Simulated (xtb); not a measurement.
Geometry relaxation of SiP3H5 (part 1 of 2)

- system: SiP3H5, SMILES [SiH3]p1[pH][pH]1
- method: GFN2-xTB (xtb 6.7.1)

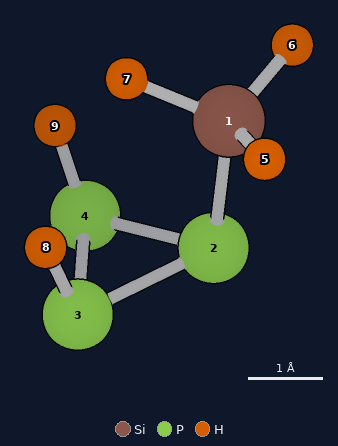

**Figure 1.** The structure as given in the input (ball-and-stick view, seen at a tilt; atoms are numbered from 1 in the order of the input).

Summary

| quantity | value |
| --- | --- |
| outcome | converged |
| electrons treated | 24 |
| total energy | −11.843449 hartree |
| dispersion energy | −0.008944 hartree |
| basis functions | 45 |
| HOMO | −10.56 eV |
| LUMO | −7.39 eV |
| dipole moment | 3.76 D |
| hardware | 1 thread of Intel Xeon @ 2.50GHz (Skylake/Cascade Lake), 189 GiB of memory available, shared host |
| peak memory | 0.07 GiB |

Notes

Settings chosen away from the usual ones: method = gfn2-xtb; task = optimise; opt_level = sloppy; x = {}; partner = base. These settings are looser than, or depart from, a standard set-up, so the numbers are not reference values for this system.

The input (start.xyz)
```
9

Si    -0.62022     0.89835    -0.87693
P     -1.19154    -0.79398     0.52855
P      0.44082    -2.14734     0.50981
P      0.29980    -0.75762     2.06664
H     -0.92180     0.46594    -2.18751
H     -1.34945     2.13728    -0.37808
H      0.91295     1.10310    -0.83089
H      1.32087    -1.39610    -0.34914
H      1.12653     0.32008     1.63792
```

File .CHRG
```
0
```

File .UHF
```
0
```

Launched with:
```bash
xtb --opt sloppy --parallel 1 -- start.xyz > xtb.out
```

The program's output
```
* xtb version 6.7.1
   ID    Z sym.   atoms
    1   14 Si     1
    2   15 P      2-4
    3    1 H      5-9

           -------------------------------------------------
          |                Calculation Setup                |
           -------------------------------------------------

          program call               : xtb --opt sloppy --parallel 1 -- start.xyz
          coordinate file            : start.xyz
          omp threads                :                     1

           -------------------------------------------------
          |                 G F N 2 - x T B                 |
           -------------------------------------------------

      * Hamiltonian:
        H0-scaling (s, p, d)           1.850000    2.230000    2.230000
        zeta-weighting                 0.500000
      * Dispersion:
        s8                             2.700000
        a1                             0.520000
        a2                             5.000000
        s9                             5.000000
      * Repulsion:
        kExp                           1.500000    1.000000
        rExp                           1.000000
      * Coulomb:
        alpha                          2.000000
        third order                    shell-resolved
        anisotropic                    true
        a3                             3.000000
        a5                             4.000000
        cn-shift                       1.200000
        cn-exp                         4.000000
        max-rad                        5.000000

          ...................................................
          :                      SETUP                      :
          :.................................................:
          :  # basis functions                  45          :
          :  # atomic orbitals                  41          :
          :  # shells                           17          :
          :  # electrons                        24          :
          :  max. iterations                   250          :
          :  Hamiltonian                  GFN2-xTB          :
          :  restarted?                      false          :
          :  GBSA solvation                  false          :
          :  PC potential                    false          :
          :  electronic temp.          300.0000000     K    :
          :  accuracy                    1.0000000          :
          :  -> integral cutoff          0.2500000E+02      :
          :  -> integral neglect         0.1000000E-07      :
          :  -> SCF convergence          0.1000000E-05 Eh   :
          :  -> wf. convergence          0.1000000E-03 e    :
          :  Broyden damping             0.4000000          :
          :  net charge                          0          :
          :  unpaired electrons                  0          :
          ...................................................

 iter      E             dE          RMSdq      gap      omega  full diag
   1    -11.7940196 -0.117940E+02  0.805E+00    3.07       0.0  T
   2    -11.9037755 -0.109756E+00  0.334E+00    3.42       1.0  T
   3    -11.9071989 -0.342343E-02  0.244E+00    3.35       1.0  T
   4    -11.9087426 -0.154361E-02  0.915E-01    3.36       1.0  T
   5    -11.9089207 -0.178130E-03  0.769E-01    3.35       1.0  T
   6    -11.9091818 -0.261143E-03  0.255E-01    3.36       1.0  T
   7    -11.9092006 -0.187442E-04  0.817E-02    3.35       1.0  T
   8    -11.9092023 -0.173535E-05  0.483E-02    3.35       1.0  T
   9    -11.9092028 -0.494748E-06  0.280E-02    3.35       1.2  T
  10    -11.9092030 -0.210135E-06  0.165E-02    3.35       2.0  T
  11    -11.9092031 -0.141192E-06  0.659E-03    3.35       5.1  T
  12    -11.9092032 -0.183457E-07  0.205E-03    3.35      16.2  T
  13    -11.9092032 -0.843693E-09  0.775E-04    3.35      43.0  T
  14    -11.9092032 -0.109134E-09  0.152E-04    3.35     219.2  T

   *** convergence criteria satisfied after 14 iterations ***

         #    Occupation            Energy/Eh            Energy/eV
      -------------------------------------------------------------
         1        2.0000           -0.7567436             -20.5920
       ...           ...                  ...                  ...
         6        2.0000           -0.4662949             -12.6885
         7        2.0000           -0.4612904             -12.5524
         8        2.0000           -0.4471361             -12.1672
         9        2.0000           -0.4291099             -11.6767
        10        2.0000           -0.4205335             -11.4433
        11        2.0000           -0.3991708             -10.8620
        12        2.0000           -0.3875195             -10.5449 (HOMO)
        13                         -0.2642888              -7.1917 (LUMO)
        14                         -0.2508799              -6.8268
        15                         -0.2346660              -6.3856
        16                         -0.2127186              -5.7884
        17                         -0.2003623              -5.4521
       ...                                ...                  ...
        41                          1.2708072              34.5804
      -------------------------------------------------------------
                  HL-Gap            0.1232307 Eh            3.3533 eV
             Fermi-level           -0.3259041 Eh           -8.8683 eV

 SCC (total)                   0 d,  0 h,  0 min,  0.024 sec
 SCC setup                      ...        0 min,  0.000 sec (  0.644%)
 Dispersion                     ...        0 min,  0.000 sec (  1.015%)
 classical contributions        ...        0 min,  0.000 sec (  0.108%)
 integral evaluation            ...        0 min,  0.004 sec ( 17.444%)
 iterations                     ...        0 min,  0.012 sec ( 50.836%)
 molecular gradient             ...        0 min,  0.007 sec ( 28.802%)
 printout                       ...        0 min,  0.000 sec (  1.040%)

         :::::::::::::::::::::::::::::::::::::::::::::::::::::
         ::                     SUMMARY                     ::
         :::::::::::::::::::::::::::::::::::::::::::::::::::::
         :: total energy             -11.834709865229 Eh    ::
         :: gradient norm              0.083557648942 Eh/a0 ::
         :: HOMO-LUMO gap              3.353277879574 eV    ::
         ::.................................................::
         :: SCC energy               -11.909196908925 Eh    ::
         :: -> isotropic ES            0.021755215736 Eh    ::
         :: -> anisotropic ES         -0.006837458217 Eh    ::
         :: -> anisotropic XC          0.004321472313 Eh    ::
         :: -> dispersion             -0.008960922872 Eh    ::
         :: repulsion energy           0.074487043696 Eh    ::
         :: add. restraining           0.000000000000 Eh    ::
         :: total charge              -0.000000000000 e     ::
         :::::::::::::::::::::::::::::::::::::::::::::::::::::

      -----------------------------------------------------------
     |                   =====================                   |
     |                        A N C O P T                        |
     |                   =====================                   |
     |               Approximate Normal Coordinate               |
     |                Rational Function Optimizer                |
      -----------------------------------------------------------
      -----------------------------------------------------------
     |                   =====================                   |
     |                        A N C O P T                        |
     |                   =====================                   |
     |               Approximate Normal Coordinate               |
     |                Rational Function Optimizer                |
      -----------------------------------------------------------

          ...................................................
          :                      SETUP                      :
          :.................................................:
          :   optimization level            sloppy          :
          :   max. optcycles                   200          :
          :   ANC micro-cycles                  20          :
          :   degrees of freedom                21          :
          :.................................................:
          :   RF solver                   davidson          :
          :   write xtbopt.log                true          :
          :   linear?                        false          :
          :   energy convergence         0.1000000E-03 Eh   :
          :   grad. convergence          0.6000000E-02 Eh/α :
          :   maxmium RF displ.          1.0000000          :
          :   Hlow (freq-cutoff)         0.1000000E-01      :
          :   Hmax (freq-cutoff)         5.0000000          :
          :   S6 in model hess.         20.0000000          :
          ...................................................

generating ANC from exact Hessian ...
Using Lindh-Hessian (1995)
 Shifting diagonal of input Hessian by    1.0233688749491720E-002
 Lowest  eigenvalues of input Hessian
    0.000000    0.000000    0.000000    0.010000    0.000000    0.000000
    0.000000    0.010584    0.011229    0.012597    0.013336    0.013479
    0.015288    0.017747    0.021976    0.024605    0.027109    0.033465
 Highest eigenvalues
    0.289353    0.351139    0.443993    0.553658    0.598241    0.668761

........................................................................
.............................. CYCLE    1 ..............................
........................................................................

 iter      E             dE          RMSdq      gap      omega  full diag
   1    -11.9092032 -0.119092E+02  0.648E-05    3.35       0.0  T
   2    -11.9092032 -0.185452E-11  0.479E-05    3.35     696.4  T
   3    -11.9092032 -0.328626E-12  0.317E-05    3.35    1053.1  T
     SCC iter.                  ...        0 min,  0.003 sec
     gradient                   ...        0 min,  0.007 sec
 * total energy  :   -11.8347099 Eh     change       -0.1891998E-10 Eh
   gradient norm :     0.0835576 Eh/α   predicted     0.0000000E+00 (-100.00%)
   displ. norm   :     0.3123215 α      lambda       -0.1792241E-01
   maximum displ.:     0.1737554 α      in ANC's #10, #17, #9, ...

........................................................................
.............................. CYCLE    2 ..............................
........................................................................

 iter      E             dE          RMSdq      gap      omega  full diag
   1    -11.9057924 -0.119058E+02  0.109E+00    3.13       0.0  T
   2    -11.9066778 -0.885355E-03  0.580E-01    3.14       1.0  T
   3    -11.9067097 -0.319676E-04  0.333E-01    3.14       1.0  T
   4    -11.9067220 -0.122846E-04  0.147E-01    3.14       1.0  T
   5    -11.9067251 -0.303024E-05  0.752E-02    3.14       1.0  T
   6    -11.9067268 -0.177077E-05  0.459E-02    3.14       1.0  T
   7    -11.9067275 -0.631623E-06  0.184E-02    3.14       1.8  T
   8    -11.9067276 -0.125680E-06  0.927E-03    3.14       3.6  T
   9    -11.9067276 -0.112726E-07  0.327E-03    3.14      10.2  T
  10    -11.9067276 -0.255166E-08  0.149E-03    3.14      22.3  T
  11    -11.9067276 -0.603421E-09  0.703E-04    3.14      47.4  T
  12    -11.9067276 -0.158519E-09  0.312E-04    3.14     106.7  T
     SCC iter.                  ...        0 min,  0.011 sec
     gradient                   ...        0 min,  0.006 sec
 * total energy  :   -11.8423972 Eh     change       -0.7687303E-02 Eh
   gradient norm :     0.0224401 Eh/α   predicted    -0.9835323E-02 (  27.94%)
   displ. norm   :     0.2303300 α      lambda       -0.2426422E-02
   maximum displ.:     0.1346722 α      in ANC's #10, #8, #3, ...

........................................................................
.............................. CYCLE    3 ..............................
........................................................................

 iter      E             dE          RMSdq      gap      omega  full diag
   1    -11.9121134 -0.119121E+02  0.610E-01    3.11       0.0  T
   2    -11.9122584 -0.145077E-03  0.363E-01    3.10       1.0  T
   3    -11.9122713 -0.128463E-04  0.202E-01    3.10       1.0  T
   4    -11.9122761 -0.482761E-05  0.982E-02    3.10       1.0  T
   5    -11.9122778 -0.165490E-05  0.500E-02    3.10       1.0  T
   6    -11.9122783 -0.483322E-06  0.204E-02    3.10       1.6  T
   7    -11.9122783 -0.896245E-07  0.760E-03    3.10       4.4  T
   8    -11.9122784 -0.970781E-08  0.309E-03    3.10      10.8  T
   9    -11.9122784 -0.368188E-08  0.114E-03    3.10      29.2  T
  10    -11.9122784 -0.599430E-09  0.632E-04    3.10      52.7  T
  11    -11.9122784 -0.155108E-09  0.309E-04    3.10     108.0  T
     SCC iter.                  ...        0 min,  0.010 sec
     gradient                   ...        0 min,  0.006 sec
 * total energy  :   -11.8429988 Eh     change       -0.6016461E-03 Eh
   gradient norm :     0.0134382 Eh/α   predicted    -0.1277574E-02 ( 112.35%)
   displ. norm   :     0.1215923 α      lambda       -0.1084765E-02
   maximum displ.:     0.0631481 α      in ANC's #10, #9, #8, ...

........................................................................
.............................. CYCLE    4 ..............................
........................................................................

 iter      E             dE          RMSdq      gap      omega  full diag
   1    -11.9145266 -0.119145E+02  0.335E-01    3.19       0.0  T
   2    -11.9145814 -0.547850E-04  0.202E-01    3.21       1.0  T
   3    -11.9145866 -0.519005E-05  0.123E-01    3.21       1.0  T
   4    -11.9145892 -0.258979E-05  0.740E-02    3.21       1.0  T
   5    -11.9145903 -0.113949E-05  0.396E-02    3.21       1.0  T
   6    -11.9145905 -0.226601E-06  0.256E-02    3.21       1.3  T
   7    -11.9145909 -0.353550E-06  0.661E-03    3.21       5.0  T
   8    -11.9145909 -0.490964E-08  0.366E-03    3.21       9.1  T
   9    -11.9145909 -0.178744E-08  0.137E-03    3.21      24.3  T
  10    -11.9145909 -0.477508E-09  0.693E-04    3.21      48.1  T
  11    -11.9145909 -0.120467E-09  0.281E-04    3.21     118.5  T
     SCC iter.                  ...        0 min,  0.009 sec
     gradient                   ...        0 min,  0.007 sec
 * total energy  :   -11.8434330 Eh     change       -0.4341419E-03 Eh
   gradient norm :     0.0051070 Eh/α   predicted    -0.5504004E-03 (  26.78%)
   displ. norm   :     0.0703704 α      lambda       -0.1701050E-03
   maximum displ.:     0.0398249 α      in ANC's #9, #10, #3, ...

........................................................................
.............................. CYCLE    5 ..............................
........................................................................
```
